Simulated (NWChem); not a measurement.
**One shape, several levels: SnS (SMILES [S][Sn])**

Wanted: a comparison of 6 runs (HF/def2-SVPD, HF/def2-TZVP, M06-2X/def2-SVP, PBE/def2-TZVP, revPBE/def2-TZVP, MP2/def2-TZVP) of SnS. 

The calculation is run with NWChem 7.3.0.

**1. Starting point**

The species is SnS (2 atoms), meant as a singlet with charge 0. SMILES: `[S][Sn]`. Geometry: the measured bond length.

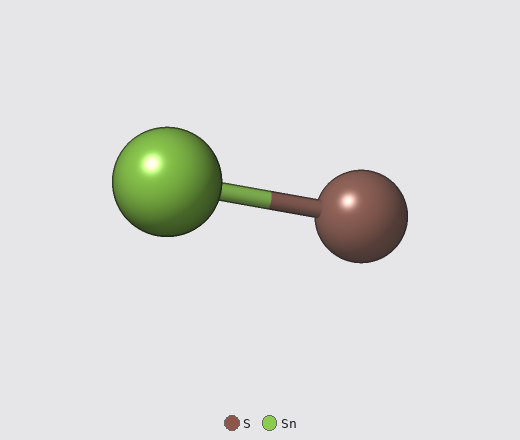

The structure, seen from a chosen angle (sulfur brown, tin green).

**2. Energy and forces at HF/def2-SVPD (core potential) (run 1)**

Contents of ssn.xyz:

```xyz
2
SSn
S      0.000000     0.000000     0.000000
Sn     0.000000     0.000000     2.209026
```

Contents of ssn.nw:

```
start ssn
title "SSn"
memory total 2200 mb
geometry units angstrom noautosym nocenter noautoz
load format xyz ssn.xyz
end
basis spherical bse
S library def2-SVPD
Sn library def2-SVPD
end
ecp bse
Sn library def2-SVPD
end
scf
thresh 1e-08
maxiter 80
end
task scf gradient
```

Run with:

```
$ nwchem ssn.nw > ssn.out
```

What it wrote:

```text
[...]
  functions       =    59
[...]
  wavefunction    = RHF
[...]
         Total SCF energy =   -610.799829517650
      One-electron energy =  -1094.099706776661
      Two-electron energy =    398.977469262051
 Nuclear repulsion energy =     84.322407996961
        Time for solution =      4.7s
[...]
                         RHF ENERGY GRADIENTS
    atom               coordinates                        gradient
                 x          y          z           x          y          z
   1 S       0.000000   0.000000   0.000000    0.000000   0.000000   0.001659
   2 Sn      0.000000   0.000000   4.174454   -0.000000  -0.000000  -0.001659
[...]
```

Wall time 7.2 s (1 thread of Intel Xeon 6975P-C (Granite Rapids), shared host); peak memory 0.099 GiB.

**3. Energy and gradient at HF/def2-TZVP (core potential) (run 2)**

Contents of run.py:

```python
from ase import Atoms
from ase.calculators.nwchem import NWChem

atoms = Atoms('SSn', positions=[
    [0.000000, 0.000000, 0.000000],
    [0.000000, 0.000000, 2.209026],
])

calc = NWChem(
    label='job',
    theory='scf',
    memory='2200 mb',
    basis='def2-TZVP',
    basispar='spherical bse',
    scf={'nopen': '0', 'rhf': None, 'thresh': '1e-08', 'maxiter': '80', 'print': 'low'},
    **{'ecp bse': {'Sn library': 'def2-TZVP'}},
)
atoms.calc = calc

forces = atoms.get_forces()
print("Total energy (eV):", round(atoms.get_potential_energy(), 6))
print("forces (eV/A):")
for s, f in zip(atoms.symbols, forces):
    print(f"{s:2s} {f[0]:10.5f} {f[1]:10.5f} {f[2]:10.5f}")
```

Run with:

```
$ export ASE_NWCHEM_COMMAND="nwchem PREFIX.nwi > PREFIX.nwo"
$ python run.py
```

What it wrote:

```text
Total energy (eV): -16624.455698
forces (eV/A):
S    -0.00000   -0.00000    0.57881
Sn    0.00000    0.00000   -0.57881
```

The calculator wrote job.nwi:

```
title "job"

permanent_dir job

scratch_dir job

start job

geometry units angstrom nocenter noautosym noautoz
  S  0.0000000000000000e+00 0.0000000000000000e+00 0.0000000000000000e+00
  Sn 0.0000000000000000e+00 0.0000000000000000e+00 2.2090260000000002e+00
end

memory 2200 mb

basis spherical bse noprint
   * library def2-TZVP
end

scf
  nopen 0
  rhf
  thresh 1e-08
  maxiter 80
  print low
end
ecp bse
  Sn library def2-TZVP
end

task scf gradient
```

job.nwo:

```text
Northwest Computational Chemistry Package (NWChem) 7.3.0
             --------------------------------------------------------

           Job information
           ---------------

    nwchem branch   = 7.3.0
    use scalapack   = T
    input           = job.nwi
    prefix          = job.
    data base       = job/job.db
    status          = startup
    nproc           =        1

           Memory information
           ------------------

    heap     =     72089598 doubles =      550.0 Mbytes
    stack    =     72089595 doubles =      550.0 Mbytes
    global   =    144179200 doubles =     1100.0 Mbytes (distinct from heap & stack)
    total    =    288358393 doubles =     2200.0 Mbytes
    verify   = yes
    hardfail = no

           Directory information
           ---------------------

  0 permanent = job
  0 scratch   = job

                                NWChem Input Module
                                -------------------

                                        job
                                        ---

[... 21 lines left out ...]
            Nuclear Dipole moment (a.u.)
[... 22 lines left out ...]
                 ECP       "ecp basis" -> "" (cartesian)
                -----
  [basis functions not shown]

                                 NWChem SCF Module
                                 -----------------

                                        job

  ao basis        = "ao basis"
  functions       =    87
  atoms           =     2
  closed shells   =    19
  open shells     =     0
  charge          =   0.00
  wavefunction    = RHF
  input vectors   = atomic
  output vectors  = job/job.movecs
  use symmetry    = F
  symmetry adapt  = F

 Forming initial guess at       0.1s

 Starting SCF solution at       0.5s

       Final RHF  results
       ------------------

         Total SCF energy =   -610.937483412849
      One-electron energy =  -1094.579579509294
      Two-electron energy =    399.319688099485
 Nuclear repulsion energy =     84.322407996960

        Time for solution =     16.6s

                              NWChem Gradients Module
                              -----------------------

                         RHF ENERGY GRADIENTS

    atom               coordinates                        gradient
                 x          y          z           x          y          z
   1 S       0.000000   0.000000   0.000000    0.000000   0.000000  -0.011256
   2 Sn      0.000000   0.000000   4.174454   -0.000000  -0.000000   0.011256

 Task  times  cpu:       22.2s     wall:       22.2s
 Total times  cpu:       22.2s     wall:       22.2s
```

Run time: 23 s. Hardware: 1 thread of Intel Xeon 6975P-C (Granite Rapids), shared host; peak memory 0.1 GiB.

Runs 3 to 5 aren't shown in full; the table further down has their settings and results.

**4. Energy and gradient at MP2/def2-TZVP (core potential) (run 6)**

Contents of ssn.nw:

```
start ssn
memory total 2200 mb
charge 0

geometry noautosym nocenter noautoz
  S      0.000000     0.000000     0.000000
  Sn     0.000000     0.000000     2.209026
end

basis spherical bse
  * library def2-TZVP
end

ecp bse
  Sn library def2-TZVP
end

scf
  singlet
  rhf
  thresh 1e-08
  maxiter 80
  print low
end

mp2
  freeze core 9
  tight
end

task mp2 gradient
```

Run with:

```
$ nwchem ssn.nw > ssn.out
```

What it wrote:

```text
[...]
  functions       =    87
[...]
  wavefunction    = RHF
[...]
         Total SCF energy =   -610.937483409083
      One-electron energy =  -1094.579579503284
      Two-electron energy =    399.319688097241
 Nuclear repulsion energy =     84.322407996961
        Time for solution =     16.5s
[...]
          Total MP2 energy          -611.406472062360
[...]
                         mp2 ENERGY GRADIENTS
    atom               coordinates                        gradient
                 x          y          z           x          y          z
   1 S       0.000000   0.000000   0.000000   -0.000000  -0.000000  -0.000364
   2 Sn      0.000000   0.000000   4.174454    0.000000   0.000000   0.000364
[...]
```

It took 43 s on 1 thread of Intel Xeon 6975P-C (Granite Rapids), shared host; peak memory 0.24 GiB.

**5. Overview of the runs**

```
run                              level  core potential  iteration cap  energy (Eh)  dipole moment (D)  largest force (eV/Å)  wall time
  1      HF/def2-SVPD (core potential)       def2-SVPD             80  -610.799830               4.25                 0.085      7.2 s
  2      HF/def2-TZVP (core potential)       def2-TZVP             80  -610.937483                  –                 0.579       23 s
  3   M06-2X/def2-SVP (core potential)        def2-SVP            100  -612.318422               3.39                 0.267      9.3 s
  4     PBE/def2-TZVP (core potential)       def2-TZVP            100  -612.383721               3.10                 0.497       24 s
  5  revPBE/def2-TZVP (core potential)       def2-TZVP            100  -612.530643               3.13                 0.644       25 s
  6     MP2/def2-TZVP (core potential)       def2-TZVP             80  -611.406472               3.05                 0.019       43 s
```

**6. What came out**

| quantity | value |
| --- | --- |
| run 6: total energy | -611.40647 Eh |
| run 6: dipole moment (of the density that the program reports) | 3.05 D |
| run 6: correlation energy (9 core orbitals frozen) | -469.0 mEh |
| run 6: largest force on an atom | 0.019 eV/Å |

In words: Over runs 1, 3, 4, 5, 6 the dipole moment (its size) runs from 3.05 D (MP2/def2-TZVP) to 4.25 D (HF/def2-SVPD). The two ends differ in method and basis. Totals of different functionals can't be ranked against each other. All runs together took 2.2 min, the longest 43 s.
